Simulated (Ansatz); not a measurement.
**Phonon calculation, with input and output: BH3Cl**

BH3Cl, multiplicity 2, computed with UKS PBE-D4/6-31G (Ansatz 0.2.0).

It belongs to a series of runs on one base structure; here: vibrations at the highest image of the band.

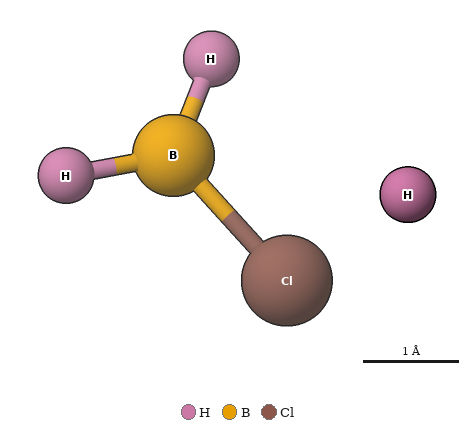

The structure (ball-and-stick view, seen at a tilt).

Input:
```yaml
crystal:
  periodic: [false, false, false]
  atoms:
    - { symbol: H, position_ang: [-1.043005, -2.647502, 1.68176] }
    - { symbol: B, position_ang: [0.275413, 0.820026, -0.348786] }
    - { symbol: Cl, position_ang: [0.123007, -0.811659, -1.084108] }
    - { symbol: H, position_ang: [1.299057, 1.07581, 0.214052] }
    - { symbol: H, position_ang: [-0.654473, 1.563223, -0.462919] }
magnetization:
  spin_polarized: true
  initial_magnetization: 1
basis:
  gaussian: { orbitals: "6-31G" }
hamiltonian:
  xc: pbe
  dispersion: d4
phonons: {}
```

Launch command:
```bash
ansatz run input.yaml --threads 1 --pin off --max-ram 2048MiB --backend cpu --events-out ev --progress --plain --runs-dir out
```

Output:
```
Engine: ansatz 0.2.0, aarch64-unknown-linux-gnu
Functional definition: PBE
  parameter kappa = 0.804
  parameter beta = 0.06672455060314922
  exchange = pbe_x(kappa = kappa, mu = beta*pi^2/3)
  correlation = pbe_c(beta = beta)
389 factors; integrals over basis functions are off by at most 2.3e-4 eV
mean field evaluation 1: about -13237.3424 eV, gradient 7.4e0 eV
mean field evaluation 2: about -13237.6031 eV, gradient 5.0e0 eV
mean field evaluation 4: about -13237.7914 eV, gradient 5.6e-1 eV
mean field evaluation 8: about -13237.7912 eV, gradient 1.1e-3 eV
mean field -13237.79119654 eV, -486.4798535756 hartree, gradient 4.4e-5 eV, S^2 0.750003; 0 other end points of the search recorded, 0 dependent functions left out
the calculation of the forces begins
reference -13237.79122654 eV, -486.4798546782 hartree; 13, 12 occupied and 15, 16 virtual orbitals, 389 factors
these checks for a lower state are left out or cut short: stability, starts, cluster_reference, orbital_swaps, neighbouring_geometries, increment
389 factors; integrals over basis functions are off by at most 2.3e-4 eV
mean field evaluation 16: about -13237.7912 eV, gradient 2.0e-6 eV
mean field -13237.79119012 eV, -486.4798533397 hartree, gradient 2.0e-6 eV, S^2 0.750003; 0 other end points of the search recorded, 0 dependent functions left out
[... from here on the field's lines of each further geometry are left out, up to the last ...]
the calculation of the forces begins
reference -13237.79122405 eV, -486.4798545868 hartree; 13, 12 occupied and 15, 16 virtual orbitals, 389 factors
these checks for a lower state are left out or cut short: stability, starts, cluster_reference, orbital_swaps, neighbouring_geometries, increment
389 factors; integrals over basis functions are off by at most 2.3e-4 eV
mean field -13237.79118574 eV, -486.4798531790 hartree, gradient 1.2e-6 eV, S^2 0.750003; 0 other end points of the search recorded, 0 dependent functions left out
the calculation of the forces begins
reference -13237.79121574 eV, -486.4798542814 hartree; 13, 12 occupied and 15, 16 virtual orbitals, 389 factors
WARN: phonons: 3 modes above zero are rigid motions of the cell's bodies and no vibrations: the zero-point energy, free energy, entropy and heat capacity leave them out. With what each would have added to F at 1000 K, by the weight of its row in the mesh: 0.01 cm⁻¹ (-1.008 eV; rigid weight 1.000, of which rotation 0.000), 4.33 cm⁻¹ (-0.438 eV; rigid weight 0.997, of which rotation 0.997), 5.01 cm⁻¹ (-0.425 eV; rigid weight 0.989, of which rotation 0.988). A body is a set of atoms that hang together within twice the van der Waals contact; here: 5 atoms, out of reach of every periodic image. What nothing holds moves and turns at no cost, which is at zero frequency: what stands here is left by the forces on the atoms, the periodic images, the SCF threshold and the grid, and changes its size and its sign with the last two. The forces' share comes down as the geometry is relaxed further. 1 mode above zero would be a rigid motion if what is in doubt were free, and is counted in the zero-point energy, free energy, entropy and heat capacity. With what each adds to F at 1000 K, by the weight of its row in the mesh: 104.28 cm⁻¹ (-0.163 eV; rigid weight 1.000, of which rotation 0.004). The body of 5 atoms, out of reach of every periodic image, is 2 pieces, each of atoms that hang together within van der Waals contact, which lie beyond contact and within twice that of one another (atoms 0 and 2, taken in the periodic images in which they do not hang together, stand 3.52 Å apart and are out of reach from 6.26 Å). If the pieces are bound to each other, these are vibrations of the whole and the sums are right; if not, set them further apart, from one another and from their images. Atoms are counted from 0 in the run's list of atoms, and not in a supercell that the run derives from it; the header of the second-order force-constant file, where the run writes one, gives the list as its `site` lines. If the cell is meant as a crystal, declare phonons.rigid_motions: translations: the three translations of the whole cell alone are then left out, and nothing is said of the modes in doubt. The least rigid weight left out is 0.98853 and the largest kept is 0.08369.
WARN: phonons: modes at or below zero, which the zero-point energy, F, S and C_V leave out: 2, the lowest at -32.78 cm⁻¹. A minimum has none, and a first-order saddle one
Total energy: -13237.83944917 eV, -486.4816268270 hartree
Atom 0 at    -1.043005    -2.647502     1.681760 Å, force    -0.000010     0.000318     0.000275 eV/Å
Atom 1 at     0.275413     0.820026    -0.348786 Å, force     0.001832     0.002355    -0.004084 eV/Å
Atom 2 at     0.123007    -0.811659    -1.084108 Å, force     0.000076     0.000717     0.000819 eV/Å
Atom 3 at     1.299057     1.075810     0.214052 Å, force    -0.000689    -0.001938     0.001506 eV/Å
Atom 4 at    -0.654473     1.563223    -0.462919 Å, force    -0.001209    -0.001452     0.001484 eV/Å
Dipole moment:     0.017237     0.190920     0.088161 e Å
Vibrations: -32.78 -11.20 104.28 771.25 866.24 971.71 1196.95 2599.84 2731.91 cm⁻¹, zero-point energy 0.572942 eV
```

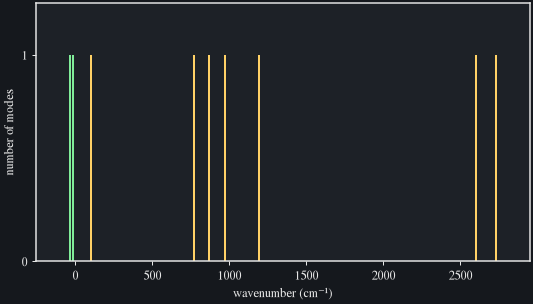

Harmonic vibrational wavenumbers from the force constants; neighbouring modes closer than 13 cm⁻¹ are counted in one stick, and imaginary ones are drawn at negative wavenumbers. 9 modes from 33i to 2732 cm⁻¹, 2 imaginary beyond 8i (33i, 11i cm⁻¹): not a minimum.

Results in brief:

- outcome: converged
- total energy: −13237.8394 eV
- mean-field energy: −13237.7912 eV
- ⟨S²⟩: 0.750
- largest force (length of the vector): 0.005 eV/Å
- hardware: 1 thread of Arm Neoverse V2, 24 GiB of memory available, shared host
- wall time: 15 s
- peak memory: 0.18 GiB
